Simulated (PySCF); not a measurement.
# Rh³⁺: atomic calculation

- system: Rh³⁺, configuration 1s2 2s2 2p6 3s2 3p6 3d10 4s2 4p6 4d6, multiplicity 5.
- method: unrestricted HF, STO-3G, non-relativistic, point nucleus (PySCF)

What the run reported:

```tsv
quantity	value
outcome	converged
total energy	−4638.2469 hartree
kinetic energy	4631.4392 hartree
−E/T (1 by the virial theorem at the basis-set limit)	1.0015
⟨S²⟩	6.000
⟨L²⟩	6.00
SCF iterations	4
hardware	1 thread of Intel Xeon, 136 GiB of memory available, shared host
```

What is odd here:

This input holds a deliberate oddity: minimal basis. The program ran to the end. Its numbers are those of this setting; this run alone doesn't show how far the oddity moves them. Relativity is left out, which matters for an atom this heavy.

The input:
```python
from pyscf import gto, scf, dft, mp, cc
import basis_set_exchange as bse
mol = gto.M(atom="Rh 0 0 0", charge=3, spin=4, symmetry="D2h",
            basis=gto.basis.parse(bse.get_basis("STO-3G", elements=["Rh"], fmt="nwchem", header=False)))
mf = scf.UHF(mol)
mf.irrep_nelec = {'Ag': (8, 6), 'B1g': (2, 2), 'B2g': (2, 1), 'B3g': (2, 1), 'B1u': (3, 3), 'B2u': (3, 3), 'B3u': (3, 3)}
mf.kernel()
```

The script is an equivalent of what the driver set up; the driver started from orbitals of its own, so the log can be shorter than this script's would be, and it computed the properties (radii, ⟨L²⟩, response) afterwards. It held the occupations shell by shell, which the script's counts by irreducible representation don't always enforce.

The run was one of a batch that the task file lists, launched with:
```bash
OMP_NUM_THREADS=1 python <driver script> TASK.json OUT
```

The program's output (extracts):
```
damping factor = 0
level_shift factor = 0
DIIS = <class 'pyscf.scf.diis.CDIIS'>
diis_start_cycle = 1
diis_space = 10
diis_damp = 0
SCF conv_tol = 1e-09
SCF conv_tol_grad = None
number electrons alpha = 23  beta = 19
cycle= 1 E= -4638.24692282161  delta_E= -9.48e-06  |g|= 0.000941  |ddm|= 0.00438
cycle= 2 E= -4638.24692414383  delta_E= -1.32e-06  |g|= 0.000356  |ddm|= 0.00163
cycle= 3 E= -4638.24692436182  delta_E= -2.18e-07  |g|= 2.9e-06  |ddm|= 0.000984
cycle= 4 E= -4638.24692436182  delta_E= -5.46e-12  |g|= 9.11e-08  |ddm|= 2.29e-06
converged SCF energy = -4638.24692436182  <S^2> = 6.0000226  2S+1 = 5.0000091
```

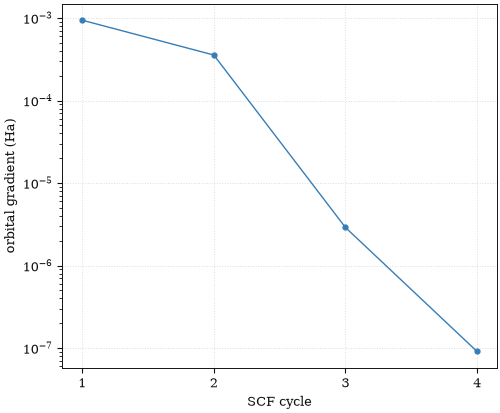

*Convergence: orbital gradient against the SCF cycle.*

The residual falls at every step. It goes from 0.00094 to 9.1×10⁻⁸ in 4 steps.

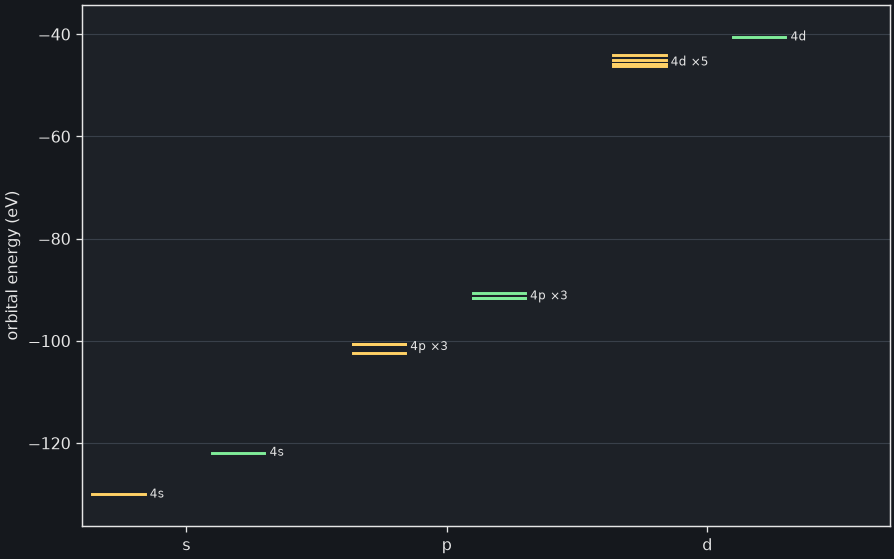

*Orbital energies of the mean field, from the top down to −130.1 eV, by angular momentum, α spin at the left of each column and β at the right; ×n counts the orbitals under one label.*

The highest filled orbital is 4d β at −40.5 eV, the lowest empty one d β at −23.7 eV.

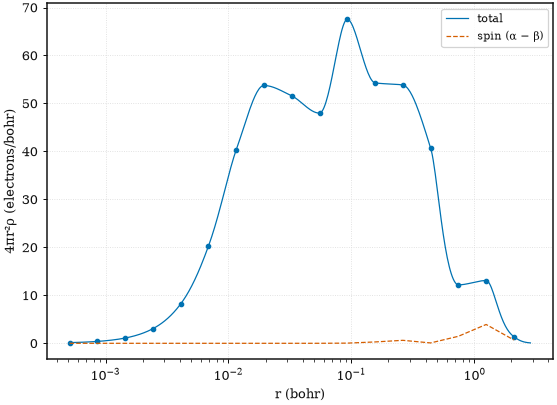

*Spherically averaged radial density 4πr²ρ of the mean field and its spin part; markers are the stored points, which are sparse, and the line is a monotone interpolation between them.*

The largest stored value is 67.5 electrons/bohr at r = 0.092 bohr. Root-mean-square radii of the shells: 3d 0.402, 3p 0.420, 3s 0.424, 4s 1.11, 4p 1.14, 4d 1.39 bohr.
